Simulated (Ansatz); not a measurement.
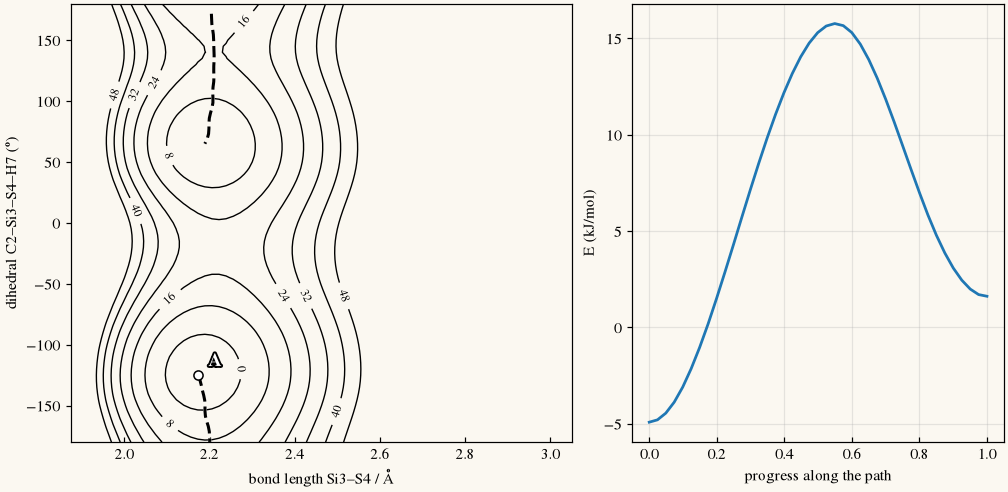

CH₃NSSi, SMILES N=C=[SiH]S. Coordinates scanned: (1) bond length Si3–S4; (2) dihedral C2–Si3–S4–H7. Nothing is relaxed (all other coordinates rigid). The scan uses a 7 × 8 grid. All energies are given in kJ/mol relative to the lowest grid point. Computed with Ansatz 0.2.0, RKS PBE-D4/def2-TZVP.

In the figure: contour lines labelled in kJ/mol (none above 48), a line along the lowest path, the energy along the path at the right, the start A. Between grid points the surface is interpolated.

**Describe the path and its barrier.**

The easiest path leads from the well at about bond length Si3–S4 = 2.17 Å, dihedral C2–Si3–S4–H7 = −125° to the well at about bond length Si3–S4 = 2.19 Å, dihedral C2–Si3–S4–H7 = 65°, about 6.5 kJ/mol higher. Its highest point lies about 21 kJ/mol above the bottom of the first well on the interpolated surface, at about bond length Si3–S4 = 2.21 Å, dihedral C2–Si3–S4–H7 = 140°. Seen from the upper well the barrier is about 14 kJ/mol. The start is the relaxed structure and all else is held, so a fully relaxed path at this level can only be lower.
